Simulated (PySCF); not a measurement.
## Electronic structure of C7H13N3 (SMILES Cc1cn(C(C)(C)C)nn1) in real space

The calculation's input:

```
{"job": {"kind": "nmr", "xc": "PBE0", "basis": "pcSseg-1"}, "charge": 0, "multiplicity": 1}
C      3.719770    -0.539385    -0.191676
C      2.241057    -0.642881    -0.101649
C      1.285089     0.352162    -0.142288
N      0.107105    -0.298888    -0.017582
C     -1.258678     0.200677     0.009777
C     -1.874974    -0.219739     1.346993
C     -1.275049     1.720289    -0.131281
C     -2.010668    -0.452771    -1.153098
N      0.332308    -1.602611     0.091991
N      1.592075    -1.817631     0.043310
H      4.178164    -0.948283     0.707125
H      4.017794     0.500083    -0.305650
H      4.083075    -1.112744    -1.042786
H      1.376759     1.411368    -0.246756
H     -1.342565     0.246768     2.173395
H     -2.918344     0.079248     1.391703
H     -1.807461    -1.298733     1.456681
H     -2.304445     2.068390    -0.107139
H     -0.833952     2.029817    -1.076383
H     -0.736766     2.194617     0.686527
H     -1.574745    -0.151723    -2.103585
H     -1.944467    -1.534101    -1.068768
H     -3.055834    -0.156944    -1.139678
```

Command:

```sh
OMP_NUM_THREADS=1 python probes_run.py task.json out
```

Geometry: GFN2-xTB.

Method: PBE0/pcSseg-1, SCF density, gas phase, non-relativistic (PySCF).

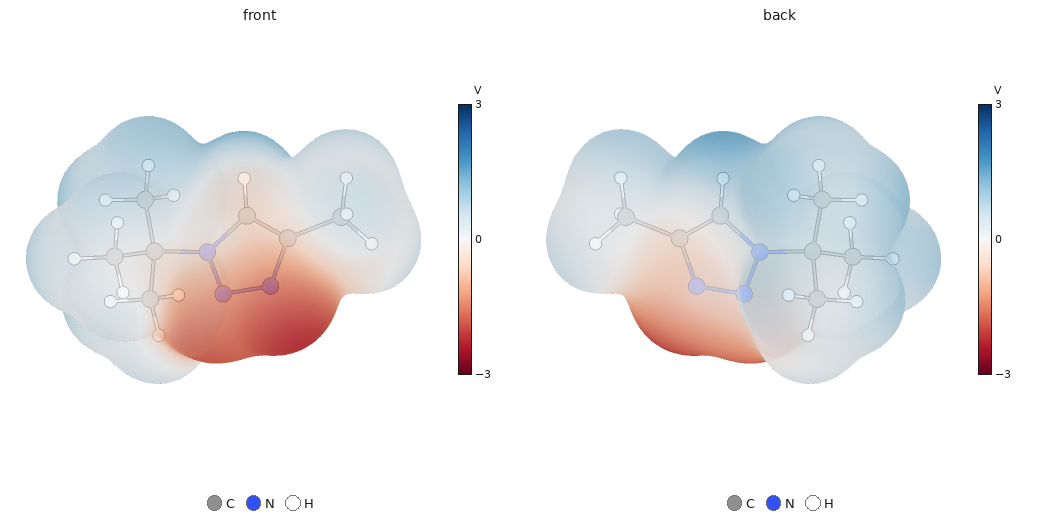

Figure 1. The electrostatic potential painted on the density surface at 0.002 e/bohr³, seen from the front and from behind; the colour scale runs from red (negative) to blue (positive).

**Which sites attract a positive test charge, and which a negative one?**

A positive charge is drawn to the negative regions and a negative charge to the positive ones. The most negative region (about −2.2 V) lies over N10, the most positive (about +1.4 V) over H14. N10 is the likeliest acceptor of a hydrogen bond.

**What dipole moment does the calculation give?**

Its dipole moment is 4.39 D.

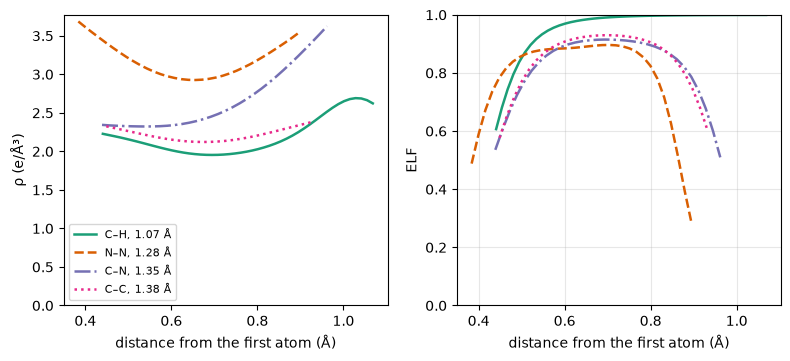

Figure 2. Total electron density and ELF along straight lines between neighbouring atoms. The curves leave out the atomic cores.

**What can be read from the curves?**

C–H (1.07 Å): ρ is about 2.1 e/Å³ halfway; the ELF climbs to about 1 towards the hydrogen, as it does in any bond to H: an ordinary covalent bond to hydrogen.
N–N (1.28 Å): ρ is about 2.9 e/Å³ halfway; the ELF peaks at about 0.90 between the atoms: a covalent bond.
C–N (1.35 Å): the density is about 2.4 e/Å³ at the midpoint; the ELF peaks at about 0.90 between the atoms: localised, covalent bonding.
C–C (1.38 Å): ρ is about 2.1 e/Å³ halfway; the ELF peaks at about 0.95 between the atoms, as expected for a covalent bond.
